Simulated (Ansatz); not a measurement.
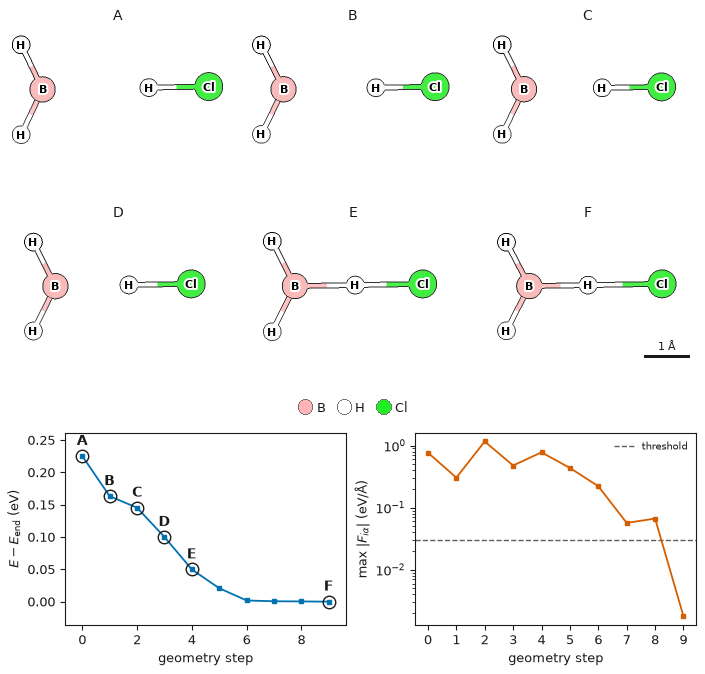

Frames of a relaxation of BH₃Cl (multiplicity 2), marked on the history of the run. Style: ball-and-stick. Shown at a tilt.

The run prepares an end point of a later path (reaction) calculation, from a guessed geometry.

Theory: Ansatz 0.2.0, UKS r2SCAN-D4/cc-pVDZ. (collinear spin; force threshold 0.03 eV/Å; at most 50 steps)

> Describe the path.

The largest move after the best rigid fit is that of an H atom, 0.69 Å. Largest moves by element: H 0.69 Å, B 0.38 Å, Cl 0.37 Å. Some distances before and after: B–H 2.383 → 1.318 Å, Cl–H 1.344 → 1.660 Å. New bonds form, among them: B–H (2.38 → 1.32 Å). Among the angles between lasting bonds that change: H–B–H 132.8° → 129.4°. After 9 geometry steps the energy has fallen by 0.225 eV. Largest force component: 0.77 eV/Å at the start, 0.0018 eV/Å at the end. From step 0 to 1: the Cl atom moves most (0.19 Å), energy −0.062 eV. From step 1 to 2: H and Cl atoms move most (0.19 Å), energy −0.018 eV. From step 2 to 3: an H atom moves most (0.07 Å), energy −0.045 eV. From step 3 to 4: an H atom moves most (0.20 Å), energy −0.050 eV. From step 4 to 9: the Cl atom moves most (0.10 Å), energy −0.050 eV.

```tsv
step	E − E(0), eV	largest force component, eV/Å
0	0.0000	0.7717
1	-0.0621	0.3048
2	-0.0800	1.1670
3	-0.1253	0.4787
4	-0.1755	0.7801
5	-0.2045	0.4375
6	-0.2235	0.2221
7	-0.2246	0.0568
8	-0.2249	0.0668
9	-0.2253	0.0018
```

Limits of the set-up: the start holds two separate molecules, 2.4 Å apart at their closest, whose relative position is a soft coordinate.
